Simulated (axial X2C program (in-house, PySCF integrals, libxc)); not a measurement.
# All-electron X2C curves of CsO

What are the state, bond length, wavenumber and bond energy of CsO, and what does spin–orbit coupling change?

The runs use an in-house X2C program for linear molecules on PySCF integrals; all-electron X2C, Cs dyall-cv3z, O dyall-av3z.

All values are calculated.

**1. The job**

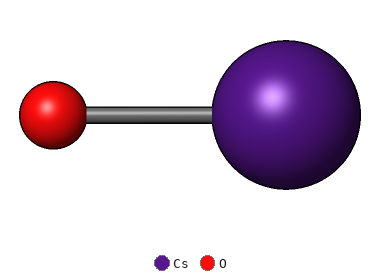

The two atoms at 2.660 Å (caesium purple, oxygen red).

Input file task.json:

```json
{"zs": [55, 8], "q": 0, "bas": ["dyall-cv3z", "dyall-av3z"], "levels": ["PBE0", "HF", "r2SCAN"], "cc": true, "r0": 2.66, "thr": -2.0, "nmax": 90, "npts": 10, "nst": 2, "ntry": 6}
```

Keys: zs atomic numbers; q charge; bas basis sets; levels methods (HF also brings MP2); cc coupled cluster on or off; r0 starting distance in Å; thr threshold in hartree for freezing inner shells (an s shell follows its p shell); nmax most natural virtual spinors; npts points asked for on the curve; nst determinants followed; ntry starts of the search.

Command:

```bash
$ python so2c.py task.json out
```

Spin-free means the one-electron spin-free X2C Hamiltonian; two-component (2c) means X2C with spin–orbit coupling and atomic mean-field two-electron Coulomb and Gaunt terms. Basis: Cs dyall-cv3z contracted to [15s15p9d4f1g], O dyall-av3z contracted to [7s6p3d2f]; Gaussian nuclei, density fitting. Masses: Cs 132.905 u, O 15.995 u.

Notation: σ, π±, δ± give the projection m of an orbital's angular momentum (0, ±1, ±2), α and β its spin, Λ and M_S the sums; ω is the projection of a spinor's total angular momentum and Ω the sum. Logs are in hartree.

The results follow Hamiltonian by Hamiltonian and level by level.

**2. Which state to follow**

PBE0 moves the distance from 2.660 Å to 2.286 Å and compares determinants there.

Spin-free determinants:

```json
{"ΔE (eV)": "0.00", "state": "M_S = 1/2, Λ = 0", "open shells": "beyond closed shells: σα"}
{"ΔE (eV)": "0.45", "state": "M_S = 1/2, Λ = 1", "open shells": "beyond closed shells: π+α, π+β, π-α"}
{"ΔE (eV)": "4.20", "state": "M_S = 3/2, Λ = 1", "open shells": "beyond closed shells: 2 × σα, π+α, π+β, π-α"}
{"ΔE (eV)": "4.84", "state": "M_S = 1/2, Λ = 1", "open shells": "beyond closed shells: 2 × σα, π+α, π+β, π-β"}
{"ΔE (eV)": "5.41", "state": "M_S = 3/2, Λ = 0", "open shells": "beyond closed shells: σα, π+α, π+β, 2 × π-α"}
{"ΔE (eV)": "5.41", "state": "M_S = 3/2, Λ = 2", "open shells": "beyond closed shells: σα, 2 × π+α, π+β, π-α"}
{"ΔE (eV)": "5.42", "state": "M_S = 1/2, Λ = 2", "open shells": "beyond closed shells: σα, π+α, 2 × π+β, π-α"}
```

Two-component determinants:

```json
{"ΔE (eV)": "0.00", "state": "Ω = 1/2", "open shells": "excess of +ω over −ω: ω = 1/2"}
{"ΔE (eV)": "0.43", "state": "Ω = 3/2", "open shells": "excess of +ω over −ω: ω = 3/2"}
{"ΔE (eV)": "4.18", "state": "Ω = 5/2", "open shells": "excess of +ω over −ω: 2 × ω = 1/2, ω = 3/2"}
{"ΔE (eV)": "4.81", "state": "Ω = 1/2", "open shells": "excess of +ω over −ω: 2 × ω = -1/2, ω = 3/2"}
{"ΔE (eV)": "4.85", "state": "Ω = 3/2", "open shells": "excess of +ω over −ω: 3 × ω = 1/2"}
{"ΔE (eV)": "5.41", "state": "Ω = 7/2", "open shells": "excess of +ω over −ω: ω = 1/2, 2 × ω = 3/2"}
{"ΔE (eV)": "5.45", "state": "Ω = 3/2", "open shells": "excess of +ω over −ω: ω = 3/2"}
```

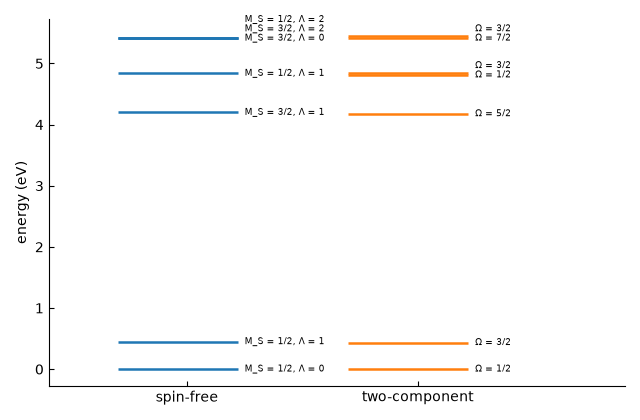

The determinants found, each set from its own lowest.

**3. PBE0, spin-free**

State followed: M_S = 1/2, Λ = 0 (beyond closed shells: σα). The scan is laid around 2.286 Å, a first estimate of the minimum, and this SCF restarts from the orbitals of the search.

The SCF at the reference distance of 2.286 Å:

```text
spin-free X2C-1e  PBE0
basis functions 196  fitting functions 996  grid points 5077
iter        total energy     max residual
   1      -7861.016980793     2.17e-05
   2      -7861.016980795     2.44e-05
   3      -7861.016980799     2.62e-06
   4      -7861.016980800     1.95e-06
converged
one-electron -10954.59730966  Coulomb 3194.42543674  exact exchange -49.92616694  xc functional -152.77282231  nuclear repulsion 101.85388137
```

Along the bond, energies from the lowest point:

```tsv
R (Å)	E (eV)	μ (D)	HOMO (eV)	LUMO (eV)	iterations
1.989	0.4096	-5.44	-6.28	-1.47	12
2.080	0.1752	-6.03	-5.97	-1.33	11
2.149	0.0711	-6.47	-5.75	-1.23	11
2.217	0.0157	-6.91	-5.54	-1.14	11
2.286	0.0000	-7.36	-5.35	-1.07	4
2.366	0.0211	-7.87	-5.13	-1.02	10
2.446	0.0746	-8.38	-4.93	-1.03	10
2.549	0.1772	-9.03	-4.69	-1.07	10
2.675	0.3353	-9.81	-4.43	-1.14	10
2.857	0.5961	-10.92	-4.08	-1.26	10
```

Dipoles are positive if O is the positive end.

Outer orbitals at the reference distance:

```tsv
symmetry	occupied	ε (eV)	atomic character
σα	yes	-28.32	90% Cs s, 4% O p, 3% O s
σβ	yes	-28.20	91% Cs s, 4% O p, 2% O d
σα	yes	-22.92	83% O s, 8% Cs p, 4% Cs d
σβ	yes	-20.81	81% O s, 11% Cs p, 4% Cs d
π+α	yes	-14.15	98% Cs p
π-α	yes	-14.15	98% Cs p
π+β	yes	-14.10	98% Cs p
π-β	yes	-14.10	98% Cs p
σα	yes	-14.04	76% Cs p, 15% O p, 5% O s
σβ	yes	-13.44	80% Cs p, 7% O p, 7% O s
σα	yes	-7.32	78% O p, 11% Cs p, 8% Cs d
π+α	yes	-6.04	92% O p, 6% Cs d
π-α	yes	-6.04	92% O p, 6% Cs d
π+β	yes	-5.35	91% O p, 7% Cs d
π-β	yes	-5.35	91% O p, 7% Cs d
σβ	no	-1.07	53% O p, 18% Cs p, 18% Cs s
σα	no	-0.80	80% Cs s, 16% Cs p
σβ	no	-0.67	68% Cs s, 15% O p, 10% Cs d
π+α	no	0.16	95% Cs p, 4% Cs d
```

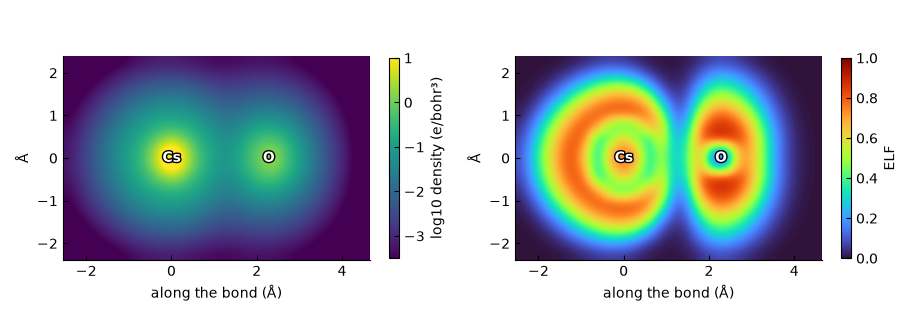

PBE0 fields in a plane through the axis, from a grid of 0.3 Å; Cs lies at z = 0 and O at z = 2.286 Å; the ELF is damped to zero where the density is low.

Re = 2.283 Å, ωe = 359 cm⁻¹, ωexe = 1.66 cm⁻¹, Be = 0.2265 cm⁻¹, De = 3.17 eV, μ = -7.34 D.

**4. HF, spin-free**

The SCF at the reference distance of 2.286 Å:

```text
spin-free X2C-1e  HF
basis functions 196  fitting functions 996  grid points 5077
iter        total energy     max residual
   1      -7858.022659320     3.10e-01
   2      -7858.046816433     7.28e-03
   3      -7858.047670945     2.34e-03
   4      -7858.047808801     1.71e-03
   5      -7858.047852661     6.21e-04
   6      -7858.047869824     3.02e-04
   7      -7858.047876127     1.95e-04
   8      -7858.047878873     7.88e-05
   9      -7858.047879333     2.88e-05
  10      -7858.047879382     1.58e-05
  11      -7858.047879394     5.92e-06
  12      -7858.047879395     9.40e-07
converged
one-electron -10953.48790590  Coulomb 3193.38883127  exact exchange -199.80268613  xc functional 0.00000000  nuclear repulsion 101.85388137
```

Re = 2.417 Å, ωe = 340 cm⁻¹, ωexe = 1.74 cm⁻¹, Be = 0.2021 cm⁻¹, De = 1.23 eV, μ = -8.67 D.

**5. r2SCAN, spin-free**

The SCF at the reference distance of 2.286 Å:

```text
spin-free X2C-1e  r2SCAN
basis functions 196  fitting functions 996  grid points 5077
iter        total energy     max residual
   1      -7861.411073090     1.59e-01
   2      -7861.413385614     2.28e-03
   3      -7861.413390335     2.58e-03
   4      -7861.413455266     8.02e-04
   5      -7861.413454432     8.09e-04
   6      -7861.413466665     4.18e-05
   7      -7861.413466684     2.38e-05
   8      -7861.413466690     4.46e-06
   9      -7861.413466691     2.15e-06
converged
one-electron -10954.09249340  Coulomb 3193.92329743  exact exchange 0.00000000  xc functional -203.09815209  nuclear repulsion 101.85388137
```

Re = 2.294 Å, ωe = 349 cm⁻¹, ωexe = 1.15 cm⁻¹, Be = 0.2244 cm⁻¹, De = 3.41 eV, μ = -7.36 D.

**6. Correlated methods, spin-free**

Correlated methods: 15 electrons correlated (frozen shells, counted by type: Cs 4 s, 3 p, 2 d; O 1 s), 295 virtual spinors in MP2, 90 natural virtuals in coupled cluster.

Output of the correlated part at 2.286 Å:

```text
correlated 15  virtual 295  natural virtual 90  E(MP2) -0.391134322  MP2 remainder -0.024037831
iter   CCSD correlation   residual
   1     -0.380591328   1.03e-01
   2     -0.387961483   3.97e-02
   3     -0.390321776   1.71e-02
   4     -0.390443945   7.25e-03
   5     -0.390520545   3.14e-03
   6     -0.390543692   9.55e-04
   7     -0.390540324   3.04e-04
   8     -0.390542021   1.05e-04
   9     -0.390541216   4.43e-05
  10     -0.390540905   1.70e-05
  11     -0.390540624   6.50e-06
  12     -0.390540596   2.41e-06
  13     -0.390540564   1.04e-06
  14     -0.390540553   4.75e-07
(T) -0.012847860  T1 0.0178  D1 0.0303  max T2 0.052
```

T1 in the output is the amplitude norm over the root of the electron number; divide by √2 for the Lee–Taylor value.

MP2: Re = 2.325 Å, ωe = 352 cm⁻¹, Be = 0.2185 cm⁻¹, De = 3.15 eV.

CCSD: Re = 2.336 Å, ωe = 351 cm⁻¹, ωexe = 1.68 cm⁻¹, Be = 0.2163 cm⁻¹, De = 2.93 eV. T1 at Re = 0.012 (Lee–Taylor, the printed value over √2).

CCSD(T): Re = 2.327 Å, ωe = 352 cm⁻¹, ωexe = 1.7 cm⁻¹, Be = 0.2181 cm⁻¹, De = 3.03 eV. T1 at Re = 0.012 (Lee–Taylor, the printed value over √2).

**7. A higher determinant, spin-free**

State: M_S = 1/2, Λ = 1 (beyond closed shells: π+α, π+β, π-α).

Output at the reference distance:

```text
spin-free X2C-1e  PBE0
basis functions 196  fitting functions 996  grid points 5077
iter        total energy     max residual
   1      -7861.000517302     1.65e-05
   2      -7861.000517305     1.49e-05
   3      -7861.000517308     3.97e-06
   4      -7861.000517308     2.99e-06
converged
one-electron -10955.30937633  Coulomb 3195.15859559  exact exchange -49.92851180  xc functional -152.77510614  nuclear repulsion 101.85388137
```

```tsv
R (Å)	E above the lowest PBE0 point (eV)
1.989	1.638
2.080	1.090
2.149	0.799
2.217	0.590
2.286	0.448
2.366	0.350
2.446	0.309
2.549	0.317
2.675	0.392
```

Re = 2.481 Å, ωe = 335 cm⁻¹, ωexe = 1.69 cm⁻¹, Be = 0.1918 cm⁻¹, μ = -8.03 D. Te = 0.30 eV.

**8. The spin-free curves together**

Energy (eV) of the followed determinant, spin-free, from each level's lowest point:

```tsv
R (Å)	PBE0	HF	MP2	CCSD	CCSD(T)	r2SCAN
1.989	0.410	0.926	0.517	n/a	n/a	0.421
2.080	0.175	0.514	0.247	0.278	0.254	0.185
2.149	0.071	0.300	0.116	0.137	0.121	0.079
2.217	0.016	0.152	0.037	0.049	0.039	0.020
2.286	0.000	0.059	0.000	0.006	0.001	0.000
2.366	0.021	0.006	0.000	0.000	0.000	0.015
2.446	0.075	0.000	0.037	0.032	0.036	0.063
2.549	0.177	0.043	0.122	0.113	0.120	0.160
2.675	0.335	0.147	0.265	n/a	n/a	0.313
2.857	0.596	0.355	0.512	n/a	n/a	0.570
```

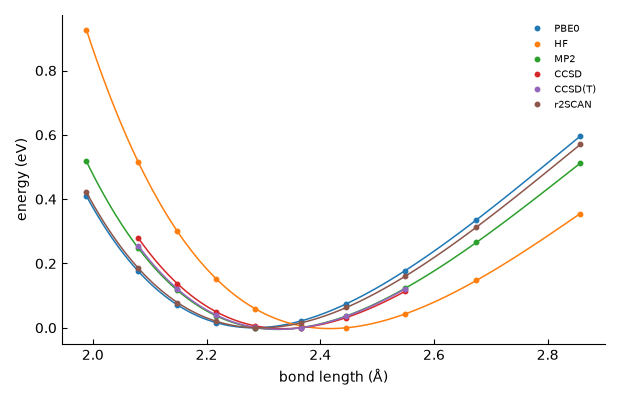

Curves of the followed state, spin-free, each from its own lowest point.

[end of part 1 of 2]
